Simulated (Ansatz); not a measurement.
# H started at a bond centre in rocksalt KF, 65 atoms, charge +1, part 2 of 3

Ansatz 0.2.0, PAW.

## (3) Single point with HSE06

in.yaml reads:

```yaml
crystal:
  lattice:
    - [10.611928, 0.000000, 0.000000]
    - [0.000000, 10.611928, 0.000000]
    - [0.000000, 0.000000, 10.611928]
  atoms:
    - { symbol: F, position: [0.248404, 0.000195, 0.001562] }
    - { symbol: F, position: [0.253358, 0.000190, 0.502295] }
    - { symbol: F, position: [0.246770, 0.500194, 0.012243] }
    - { symbol: F, position: [0.297541, 0.499822, 0.546232] }
    - { symbol: F, position: [0.747601, 0.000219, 0.996554] }
    - { symbol: F, position: [0.752629, 0.000216, 0.497386] }
    - { symbol: F, position: [0.743174, 0.500237, 0.992029] }
    - { symbol: F, position: [0.763452, 0.500242, 0.495738] }
    - { symbol: F, position: [0.998008, 0.252259, 0.999711] }
    - { symbol: F, position: [0.006503, 0.253047, 0.500888] }
    - { symbol: F, position: [0.998001, 0.748210, 0.999683] }
    - { symbol: F, position: [0.006488, 0.747324, 0.500881] }
    - { symbol: F, position: [0.496859, 0.253123, 0.991087] }
    - { symbol: F, position: [0.504188, 0.254460, 0.493445] }
    - { symbol: F, position: [0.496808, 0.747348, 0.991143] }
    - { symbol: F, position: [0.504114, 0.746078, 0.493497] }
    - { symbol: F, position: [0.001055, 0.000184, 0.250101] }
    - { symbol: F, position: [0.996090, 0.000180, 0.749287] }
    - { symbol: F, position: [0.005752, 0.500193, 0.254656] }
    - { symbol: F, position: [0.985728, 0.500166, 0.751069] }
    - { symbol: F, position: [0.500281, 0.000209, 0.244970] }
    - { symbol: F, position: [0.495399, 0.000116, 0.744274] }
    - { symbol: F, position: [0.502044, 0.500218, 0.234324] }
    - { symbol: F, position: [0.451273, 0.500019, 0.699810] }
    - { symbol: F, position: [0.251839, 0.253051, 0.255392] }
    - { symbol: F, position: [0.244630, 0.254432, 0.753091] }
    - { symbol: F, position: [0.251870, 0.747380, 0.255376] }
    - { symbol: F, position: [0.244624, 0.745980, 0.753019] }
    - { symbol: F, position: [0.750615, 0.252348, 0.246974] }
    - { symbol: F, position: [0.742253, 0.253120, 0.745768] }
    - { symbol: F, position: [0.750611, 0.748155, 0.247008] }
    - { symbol: F, position: [0.742259, 0.747315, 0.745738] }
    - { symbol: K, position: [0.997413, 0.000260, 0.000298] }
    - { symbol: K, position: [0.002107, 0.000283, 0.499204] }
    - { symbol: K, position: [0.991482, 0.500136, 0.006386] }
    - { symbol: K, position: [0.000129, 0.500180, 0.501645] }
    - { symbol: K, position: [0.498479, 0.000277, 0.995495] }
    - { symbol: K, position: [0.503773, 0.000181, 0.493887] }
    - { symbol: K, position: [0.496186, 0.500218, 0.997631] }
    - { symbol: K, position: [0.533682, 0.500388, 0.464130] }
    - { symbol: K, position: [0.247407, 0.246941, 0.004004] }
    - { symbol: K, position: [0.254737, 0.243625, 0.503622] }
    - { symbol: K, position: [0.247330, 0.753490, 0.003965] }
    - { symbol: K, position: [0.254652, 0.756664, 0.503574] }
    - { symbol: K, position: [0.747387, 0.248913, 0.996331] }
    - { symbol: K, position: [0.755122, 0.246917, 0.496339] }
    - { symbol: K, position: [0.747393, 0.751557, 0.996364] }
    - { symbol: K, position: [0.755129, 0.753553, 0.496305] }
    - { symbol: K, position: [0.250185, 0.000296, 0.251011] }
    - { symbol: K, position: [0.245026, 0.000201, 0.752678] }
    - { symbol: K, position: [0.252717, 0.500215, 0.248992] }
    - { symbol: K, position: [0.215582, 0.500246, 0.782409] }
    - { symbol: K, position: [0.751252, 0.000237, 0.246339] }
    - { symbol: K, position: [0.746643, 0.000228, 0.747477] }
    - { symbol: K, position: [0.757597, 0.500182, 0.240275] }
    - { symbol: K, position: [0.748989, 0.500227, 0.745121] }
    - { symbol: K, position: [0.001330, 0.248920, 0.250374] }
    - { symbol: K, position: [0.993764, 0.246954, 0.750336] }
    - { symbol: K, position: [0.001332, 0.751493, 0.250308] }
    - { symbol: K, position: [0.993726, 0.753450, 0.750355] }
    - { symbol: K, position: [0.501299, 0.246948, 0.242616] }
    - { symbol: K, position: [0.494042, 0.243817, 0.742847] }
    - { symbol: K, position: [0.501325, 0.753518, 0.242575] }
    - { symbol: K, position: [0.494057, 0.756523, 0.742926] }
    - { symbol: H, position: [0.374366, 0.499827, 0.622960] }
  symmetry: { detect: false }
kpoints:
  mp_grid: { grid: [1, 1, 1], shift: [0.25, 0.25, 0.25] }
hamiltonian:
  xc: hse06
total_charge: 1
scf:
  occupations: { method: fermi_dirac, width: 0.01 }
output:
  forces: true
  eigenvalues: true
  populations: true
  charged_corrections: { epsilon: 5.5 }
  eigenstates: { kpoints: [[0.25, 0.25, 0.25]], e_range: [-6.0, 6.0], localisation: true }
  write_density: true
  write_potential: true
  elf: true
  volumetric_format: npy
```

Started as:

```sh
$ ansatz run in.yaml --threads 4 --pin off --max-ram 42750MiB --runs-dir r --events-out ev --progress --plain --backend cuda --devices 0, --max-vram 37GiB
```

Output:

```text
Pseudopotentials: kind: paw
Functional definition: HSE06
  parameter a = 0.25
  parameter omega = 0.11/bohr
  exchange = pbe_x - a*pbe_x_sr(omega) + a*exact_x_sr(omega)
  correlation = pbe_c
Crystal: 65 atoms, lattice volume = 1195.041 Å³
Basis set: ecut = 420 eV, 23439 PW (Γ), exchange–correlation on 144×144×144 points (8 copies of the dense FFT grid, shifted against one another)
Bands: 321, of which v1, the nominal top of the filled ones, is band 256 counted from 1 (255 counted from 0)
Symmetry: 1 space group operations
k-points: 1
Non-local potential: F, projectors of the file, l = 0: 2, l = 1: 2, l = 2: 1
Non-local potential: K, projectors of the file, l = 0: 3, l = 1: 2, l = 2: 2
Non-local potential: H, projectors of the file, l = 0: 2, l = 1: 1
PAW form: soft (Blöchl's): semilocal exchange-correlation on the pseudo side does not see the compensation charge
PAW frozen core: F, regenerated for the run's functional, and the local potential with it (the file was generated under x = pbe(κ = 0.804, μ = 0.2195149727645171), c = pbe(β = 0.06672455060314922))
PAW frozen core: K, regenerated for the run's functional, and the local potential with it (the file was generated under x = pbe(κ = 0.804, μ = 0.2195149727645171), c = pbe(β = 0.06672455060314922))
PAW one-centre angular grid: F, 110 points (default); XC on 64 Gauss nodes
PAW one-centre angular grid: K, 110 points (default); XC on 64 Gauss nodes
PAW one-centre angular grid: H, 110 points (default); XC on 64 Gauss nodes
Initial density: superposition of atomic densities (neutral atoms scaled as one to the charged cell's electrons: chi_scale 0, normalization atom), corrected by the library's trained network
Initial wavefunctions: pseudopotential atomic-orbital guess
Functional: x = pbe(κ = 0.804, μ = 0.2195149727645171), c = pbe(β = 0.06672455060314922), warm-up for x = pbe(κ = 0.804, μ = 0.2195149727645171) + 0.25 (exact − pbe) at short range (hse, ω = 0.20786987370883472 Å⁻¹), c = pbe(β = 0.06672455060314922); HSE06 as pw.x's `hse` composes it (authors' and Libxc's form: `xc: wpbeh`)
SCF iter   1: F=—  HF=-75181.106312 eV  |F-HF|=—  |Δ(HF+E_count)|=         —  Δρ=4.13e-3  dr2=1.39e-1  ethr=1.77e-3  ⟨swp⟩=20.0  Hψ=1777  notcnv=1
preconditioner: auto → none  [insulator: Δε(μ)=6.608 eV  Ē_g=16.419 eV  σ=0.010 eV  W_gap=1.00  n_scr=256 (ndim 8)  ℏωp=22.7 eV  f_vac=0.115  D(μ)=0.00/eV (n_scr^D=0)]
SCF iter   2: F=—  HF=-75181.116333 eV  |F-HF|=—  |Δ(HF+E_count)|=   1.00e-2  Δρ=1.93e-3  dr2=3.13e-2  ethr=2.71e-5  ⟨swp⟩=8.0  Hψ=1176  notcnv=0  defer=1
iter 3 solved again at ethr=4.36e-7 eV; its pass at ethr=6.12e-6 eV (dr2=2.23e-3 eV) is discarded
SCF iter   3: F=-75181.109422 eV  HF=-75181.108947 eV  |F-HF|=4.75e-4  |Δ(HF+E_count)|=   7.39e-3  Δρ=4.72e-4  dr2=2.21e-3  ethr=4.36e-7  ⟨swp⟩=5.0  Hψ=1529  notcnv=0  defer=3
SCF 1 stopped early in 3 iterations: F = -75181.109422 eV  dr2 = 2.21e-3
Initial density: handed on by an earlier stage of this run
Initial wavefunctions: those handed on with the density
Functional: x = pbe(κ = 0.804, μ = 0.2195149727645171) + 0.25 (exact − pbe) at short range (hse, ω = 0.20786987370883472 Å⁻¹), c = pbe(β = 0.06672455060314922); HSE06 as pw.x's `hse` composes it (authors' and Libxc's form: `xc: wpbeh`)
Exchange kernel: α = 0.2500, screened, ω = 0.2079 Å⁻¹, Wigner–Seitz truncation, v(0) = 933.1622 eV·Å³, q-mesh 1×1×1, nearest image of the exchange supercell L = 10.61 Å, pair-density grid 54×54×54, without the augmentation charges, whose exchange is taken in its separable form (sized by the pseudopotential files, 72×72×72 at the most)
Frozen-core exchange: fock
SCF iter   1: F=—  HF=-75203.722563 eV  |F-HF|=—  |Δ(HF+E_count)|=         —  Δρ=7.80e-3  dr2=8.83e-1  ethr=4.31e-6  ⟨swp⟩=9.0  Hψ=1569  notcnv=0
preconditioner: auto → none  [insulator: Δε(μ)=8.788 eV  Ē_g=18.909 eV  σ=0.010 eV  W_gap=1.00  n_scr=256 (ndim 8)  ℏωp=22.7 eV  f_vac=0.120  D(μ)=0.00/eV (n_scr^D=0)]
SCF iter   2: F=—  HF=-75203.496146 eV  |F-HF|=—  |Δ(HF+E_count)|=   2.26e-1  Δρ=5.84e-3  dr2=1.41e-1  ethr=4.31e-6  ⟨swp⟩=6.0  Hψ=1278  notcnv=0
SCF iter   3: F=—  HF=-75203.568207 eV  |F-HF|=—  |Δ(HF+E_count)|=   7.21e-2  Δρ=2.08e-3  dr2=2.89e-2  ethr=4.31e-6  ⟨swp⟩=6.0  Hψ=1089  notcnv=0
SCF iter   4: F=—  HF=-75203.558137 eV  |F-HF|=—  |Δ(HF+E_count)|=   1.01e-2  Δρ=8.61e-4  dr2=6.05e-3  ethr=4.31e-6  ⟨swp⟩=3.0  Hψ=647  notcnv=0
SCF iter   5: F=—  HF=-75203.556318 eV  |F-HF|=—  |Δ(HF+E_count)|=   1.82e-3  Δρ=1.61e-4  dr2=9.83e-4  ethr=1.01e-6  ⟨swp⟩=4.0  Hψ=821  notcnv=0
SCF iter   6: F=—  HF=-75203.564321 eV  |F-HF|=—  |Δ(HF+E_count)|=   8.00e-3  Δρ=5.50e-4  dr2=2.39e-3  ethr=3.79e-8  ⟨swp⟩=6.0  Hψ=1149  notcnv=0
SCF iter   7: F=-75203.563545 eV  HF=-75203.563560 eV  |F-HF|=1.47e-5  |Δ(HF+E_count)|=   7.61e-4  Δρ=4.98e-5  dr2=3.23e-5  ethr=3.79e-8  ⟨swp⟩=5.0  Hψ=802  notcnv=0
SCF 2 stopped early in 7 iterations: F = -75203.563545 eV  dr2 = 3.23e-5
  Residual-converged pass: ⟨swp⟩=4.0  Hψ=893  notcnv=0  max |occ|·‖R‖ = 6.1e-6 eV (tolerance 6.7e-6 eV)  dr2=3.20e-5  dr2_onsite=1.44e-6  max |Δocc| = 0.0e0
hybrid outer 1: dexx = +1.288e-1 eV, tail = 2.37e-4 eV
SCF iter   1: F=—  HF=-75203.564991 eV  |F-HF|=—  |Δ(HF+E_count)|=         —  Δρ=1.16e-4  dr2=1.02e-4  ethr=2.31e-7  ⟨swp⟩=12.0  Hψ=839  notcnv=0
preconditioner: auto → none  [insulator: Δε(μ)=8.573 eV  Ē_g=18.818 eV  σ=0.010 eV  W_gap=1.00  n_scr=256 (ndim 8)  ℏωp=22.7 eV  f_vac=0.141  D(μ)=0.00/eV (n_scr^D=0)]
SCF iter   2: F=—  HF=-75203.564959 eV  |F-HF|=—  |Δ(HF+E_count)|=   3.16e-5  Δρ=2.25e-5  dr2=3.01e-6  ethr=1.96e-8  ⟨swp⟩=3.0  Hψ=692  notcnv=0
SCF iter   3: F=—  HF=-75203.564961 eV  |F-HF|=—  |Δ(HF+E_count)|=   1.28e-6  Δρ=7.37e-6  dr2=2.71e-7  ethr=5.39e-10  ⟨swp⟩=9.0  Hψ=810  notcnv=0  defer=1
SCF iter   4: F=—  HF=-75203.564961 eV  |F-HF|=—  |Δ(HF+E_count)|=   4.12e-8  Δρ=4.80e-6  dr2=2.19e-7  ethr=4.31e-11  ⟨swp⟩=6.0  Hψ=986  notcnv=0  defer=1
SCF iter   5: F=—  HF=-75203.564961 eV  |F-HF|=—  |Δ(HF+E_count)|=   5.06e-8  Δρ=1.50e-6  dr2=3.00e-8  ethr=3.28e-11  ⟨swp⟩=5.0  Hψ=671  notcnv=0
SCF iter   6: F=-75203.564961 eV  HF=-75203.564961 eV  |F-HF|=5.26e-8  |Δ(HF+E_count)|=   1.17e-7  Δρ=2.69e-6  dr2=5.63e-8  ethr=3.11e-12  ⟨swp⟩=11.0  Hψ=925  notcnv=0  defer=1
SCF 3 converged in 6 iterations: F = -75203.564961 eV  dr2 = 5.63e-8
  Residual-converged pass: ⟨swp⟩=2.0  Hψ=577  notcnv=0  max |occ|·‖R‖ = 1.0e-6 eV (tolerance 2.5e-6 eV)  dr2=5.69e-8  dr2_onsite=3.79e-9  max |Δocc| = 0.0e0
hybrid outer 2: dexx = +2.461e-6 eV, tail = 1.76e-7 eV, Δε = 2.72e-3 eV (about 8.53e-5 eV left of the loop's levels), ΔF = 4.31e-3 eV/Å (tail 3.73e-4)
NSCF: frozen V_eff on 1 k-points
hybrid SCF converged: 2 outer / 13 inner (+3 warm-up), last move |dexx| = 2.46e-6 eV, tail = 1.76e-7 eV
Stability not checked: this state was not tested for a lower state beside it, because the functional holds exact exchange (a hybrid, or Hartree-Fock), whose exchange loop this test does not read (fock_operator; see scf.lower_state_search)
Free energy (F): -75203.564961 eV
Harris-Foulkes:  -75203.564961 eV  (|F-HF|=5.26e-8)
Internal energy: -75203.564961 eV  (E = F + TS)
E sigma→0 (E₀):  -75203.564961 eV
Fermi energy:    4.380159 eV
--- Per-component energies (eV) ---
  E_band       = -4956.774862
  E_kinetic    = 14876.497401
  E_local      = -35440.984892  (includes V_loc(G=0)·N_el)
  E_nonlocal   = 2708.159307
  E_hartree    = 12832.041508
  E_xc         = -5540.545071
  E_vxc        = -6833.973475  (∫ρ·V_xc dr)
  E_exx        = -1628.351964  (= α·E_x^exact, valence–valence)
  E_paw        = -31230.612324  (= ΣΔE_a)
  E_vpaw       = -2673.954281  (= ΣTr[D̂ρ^β])
  E_aug_tail   = 0.064892  (compensation charges beyond the density's cutoff)
  E_ewald      = -31774.351402
  E_core_change = -5.482412  (= ΣΔE_core)
  E_smearing   = -0.000000  (= −TS)
  E_closure    = -0.000004  (closes the sum)
  E_deformation_potential = 13.110342  (in the stress; not in F)
  Σ components = -75203.564961   (vs F -75203.564961, Δ=-1.46e-11)
--- Forces (eV/Å), atoms counted from 1 ---
  atom   1  F     -0.00002298     0.00106203    -0.00058339
  atom   2  F      0.00021838    -0.00099019    -0.00016026
  atom   3  F      0.00246738     0.00029541    -0.00152284
  atom   4  F      0.25558342     0.00356862     0.25504563
  atom   5  F     -0.00069166     0.00053636    -0.00024408
  atom   6  F      0.00036227     0.00079309    -0.00087357
  atom   7  F     -0.00308907    -0.00010937    -0.00303904
  atom   8  F     -0.00211428    -0.00036173     0.00093014
  atom   9  F      0.00205788     0.00050489    -0.00110883
  atom  10  F      0.00437685     0.00021321     0.00113461
  atom  11  F      0.00153373    -0.00256273    -0.00094756
  atom  12  F      0.00462996     0.00054293     0.00097992
  atom  13  F     -0.00216251    -0.00037757    -0.00304280
  atom  14  F     -0.00056055     0.00045895     0.00073147
  atom  15  F     -0.00127455    -0.00021065    -0.00416241
  atom  16  F     -0.00031238    -0.00193422     0.00007888
  atom  17  F      0.00111578     0.00114840     0.00095563
  atom  18  F      0.00145003     0.00101474    -0.00016193
  atom  19  F      0.00376422     0.00012380     0.00358138
  atom  20  F      0.00107219     0.00054718    -0.00265572
  atom  21  F     -0.00031533     0.00106116     0.00079576
  atom  22  F     -0.00084251     0.00225379    -0.00061996
  atom  23  F     -0.00075360     0.00019548     0.00291175
  atom  24  F     -0.25604039    -0.00060981    -0.25295868
  atom  25  F      0.00182224     0.00039131     0.00438010
  atom  26  F      0.00068683    -0.00014280    -0.00075050
  atom  27  F      0.00122396    -0.00031688     0.00463318
  atom  28  F      0.00071952    -0.00085272    -0.00041076
  atom  29  F      0.00108205    -0.00107677     0.00148896
  atom  30  F     -0.00247727    -0.00047133    -0.00102282
  atom  31  F      0.00092372    -0.00103644     0.00067595
  atom  32  F     -0.00305502     0.00013843    -0.00016785
  atom  33  K     -0.00118884    -0.00103551     0.00045519
  atom  34  K      0.00063104    -0.00289536     0.00052331
  atom  35  K     -0.00112128     0.00241436    -0.00031202
  atom  36  K      0.04976061     0.00032340    -0.00047628
  atom  37  K      0.00023596    -0.00179307    -0.00113698
  atom  38  K      0.00068928     0.00051952    -0.00040772
  atom  39  K      0.00111828     0.00018368    -0.04773087
  atom  40  K     -0.01799907    -0.00230772     0.01605077
  atom  41  K      0.00028846     0.00183459     0.00440600
  atom  42  K     -0.00542762     0.01826016    -0.00579140
  atom  43  K      0.00195352    -0.00158363     0.00586699
  atom  44  K     -0.00401312    -0.01707063    -0.00464822
  atom  45  K      0.00022776    -0.00163164     0.00035137
  atom  46  K      0.00275766     0.00328521     0.00068575
  atom  47  K      0.00006726     0.00125556    -0.00022289
  atom  48  K      0.00407719    -0.00287645     0.00161858
  atom  49  K      0.00062847    -0.00294560     0.00116991
  atom  50  K     -0.00120774    -0.00068325     0.00113289
  atom  51  K     -0.00072253    -0.00027115     0.04858561
  atom  52  K      0.01450797    -0.00033489    -0.01852219
  atom  53  K      0.00139111    -0.00006828    -0.00042831
  atom  54  K     -0.00181951    -0.00080935    -0.00079356
  atom  55  K     -0.00377640     0.00155166    -0.00018822
  atom  56  K     -0.05052297    -0.00049688    -0.00081932
  atom  57  K     -0.00110126    -0.00272681    -0.00216804
  atom  58  K     -0.00579403     0.00109351    -0.00020504
  atom  59  K     -0.00097899     0.00283238    -0.00064785
  atom  60  K     -0.00563756    -0.00116674    -0.00130818
  atom  61  K      0.00055767     0.00287231    -0.00564815
  atom  62  K      0.00711431     0.01348980     0.00654355
  atom  63  K     -0.00096300    -0.00234580    -0.00581710
  atom  64  K      0.00593243    -0.01432722     0.00528075
  atom  65  H     -0.00085834     0.00343026     0.00077056
  max |Σ_I F_I| component: 2.27e-4 eV/Å
--- Charged-cell corrections in eV (Makov–Payne, q = +1.000 e, ε = 5.500) ---
  F (periodic)     = -75203.564961  (uncorrected; the corrections below are reported, never added to it)
  E_corr1          = +0.350001  (monopole, q²α_M/2εL)
  F Makov-Payne    = -75203.214960  (F + E_corr1; no measured alignment; for a localised charge, not one spread in a band: unchecked)
--- Band table (eV) ---
  k-point 0: bands = [... 244 lower levels ..., "0.0233", "0.0257", "0.0294", "0.0359", "0.0392", "0.0434", "0.0548", "0.0652", "0.0692", "0.0742", "0.0766", "0.0926", "8.6632", "9.4350", "9.6820", "9.7821", "10.2712", "10.4396", "10.5499", "10.6974", "10.7282", "10.7483", "10.8233", "10.9939", ... 53 higher levels ...]
--- Löwdin populations: 65 sites ---
  site symbol       q [e]
     0      F      7.8029
     1      F      7.8029
     2      F      7.8034
     3      F      7.6001
     4      F      7.8028
     5      F      7.8029
     6      F      7.8031
     7      F      7.8034
     8      F      7.8024
     9      F      7.8027
    10      F      7.8024
    11      F      7.8026
    12      F      7.8026
    13      F      7.8023
    14      F      7.8027
    15      F      7.8023
    16      F      7.8028
    17      F      7.8029
    18      F      7.8031
    19      F      7.8034
    20      F      7.8029
    21      F      7.8029
    22      F      7.8034
    23      F      7.6009
    24      F      7.8027
    25      F      7.8023
    26      F      7.8026
    27      F      7.8023
    28      F      7.8024
    29      F      7.8026
    30      F      7.8024
    31      F      7.8027
    32      K      8.1267
    33      K      8.1268
    34      K      8.1256
    35      K      8.1212
    36      K      8.1268
    37      K      8.1265
    38      K      8.1212
    39      K      8.1175
    40      K      8.1270
    41      K      8.1256
    42      K      8.1272
    43      K      8.1257
    44      K      8.1273
    45      K      8.1270
    46      K      8.1274
    47      K      8.1272
    48      K      8.1268
    49      K      8.1265
    50      K      8.1212
    51      K      8.1175
    52      K      8.1267
    53      K      8.1268
    54      K      8.1256
    55      K      8.1212
    56      K      8.1274
    57      K      8.1272
    58      K      8.1273
    59      K      8.1270
    60      K      8.1272
    61      K      8.1258
    62      K      8.1270
    63      K      8.1256
    64      H      0.5754
  spilling = 0.004156 (of n_electrons = 512.000000)
```

Run time: 26 s. Hardware: 1 × NVIDIA H100 80GB HBM3 with 4 threads of AMD EPYC 7R13, shared host; peak host memory 2.8 GiB.

Top filled level 0.093 eV, lowest empty level 8.663 eV: 8.57 eV apart at the single k point (¼, ¼, ¼).

The states next to the gap (eigenstates.tsv), from the top filled level:

```csv
level (eV),spin,filling,atoms sharing it,main element,its share,largest atom
-0.05,both,2.00,10.8,F,0.96,F31 (0.15)
-0.04,both,2.00,17.8,F,0.96,F17 (0.13)
-0.03,both,2.00,14.2,F,0.96,F29 (0.12)
-0.02,both,2.00,16.2,F,0.96,F29 (0.10)
-0.02,both,2.00,20.3,F,0.96,–
-0.02,both,2.00,14.1,F,0.97,F5 (0.11)
0.00,both,2.00,19.1,F,0.97,–
8.57,both,0.00,52.1,K,0.50,–
```

The largest force by HSE06 is 0.36 eV/Å, on F4: the geometry is not this level's minimum.

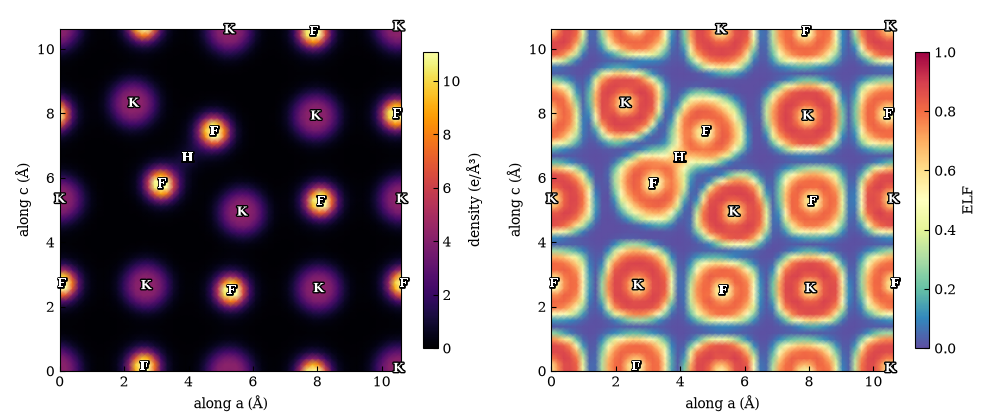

Density (left) and ELF (right) in a lattice plane of the grid's cell (edges 10.61 and 10.61 Å, at 0.500 of the third edge), which holds F and K and H. Only atoms in the plane are labelled; the density scale stops at 11.08 e/Å³. Both are smooth fields of the valence electrons: close to the nuclei they are not physical.

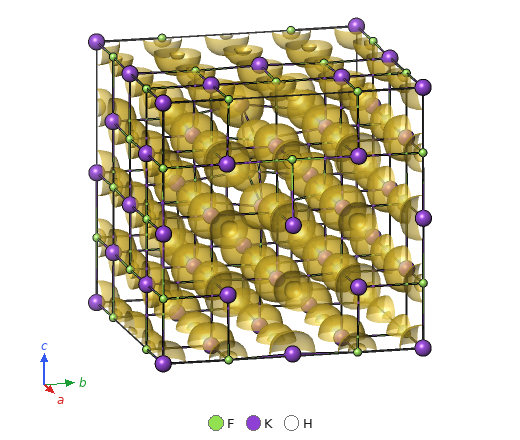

Surface of ELF = 0.75, drawn in one cell.

Outside the cores ELF peaks at 0.84 in the shell around F, 0.6 Å from F; 0.81 on the H–F line, 0.5 Å from H.

(Continued in part 3 of 3.)
